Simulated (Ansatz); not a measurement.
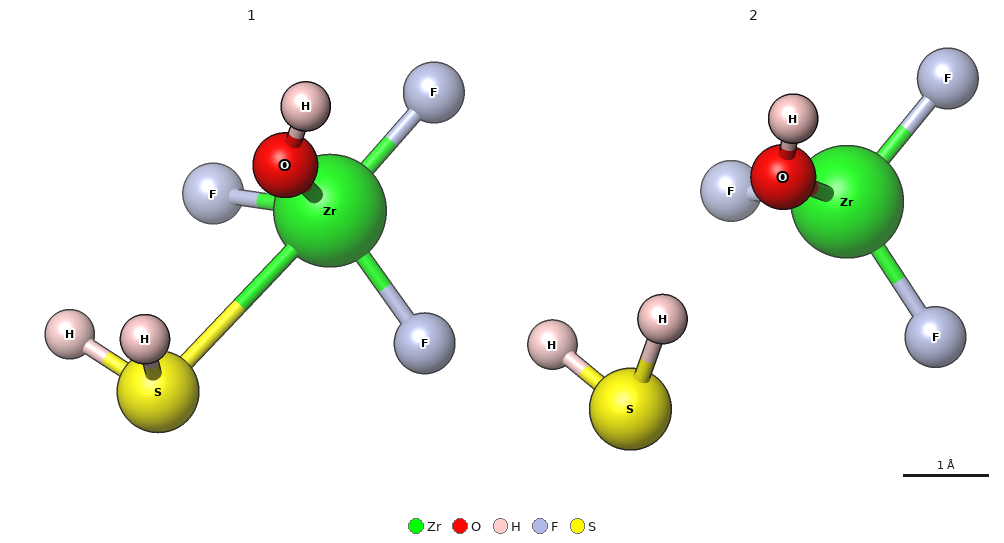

Two geometries of ZrH3SOF3, drawn at one scale. One is the start of a relaxation, the other its converged end. Style: ball-and-stick. Shown from a free direction.

These are results of Ansatz, RKS revPBE-D4/def2-SVP, not measurements. Settings: no spin polarisation; force threshold 0.03 eV/Å; at most 50 steps.

### Which of the two is the end point?

Structure 1 is the relaxed one. The run prepares an end point of a later path (reaction) calculation, from a guessed geometry. The largest move after the best rigid fit is that of the S atom, 0.50 Å. Largest moves by element: S 0.50 Å, H 0.32 Å, Zr 0.23 Å, F 0.22 Å, O 0.16 Å. Some distances before and after: S–Zr 3.743 → 3.062 Å, O–Zr 2.031 → 1.959 Å, H–S 1.386 → 1.362 Å, F–Zr 1.922 → 1.938 Å. New bonds form, among them: S–Zr (3.74 → 3.06 Å). Among the angles between lasting bonds that change: O–Zr–F 106.2° → 101.4°, F–Zr–F 106.7° → 102.1°, F–Zr–F 113.6° → 118.0°. The energy falls by 20.2 kJ/mol in 7 accepted moves (9 points after the start). The largest force component goes from 1.4 to 0.016 eV/Å. The line search rejected the trial steps at points 3, 8 of the run.

Limits of the set-up: the start holds two separate molecules, 2.2 Å apart at their closest, whose relative position is a soft coordinate.
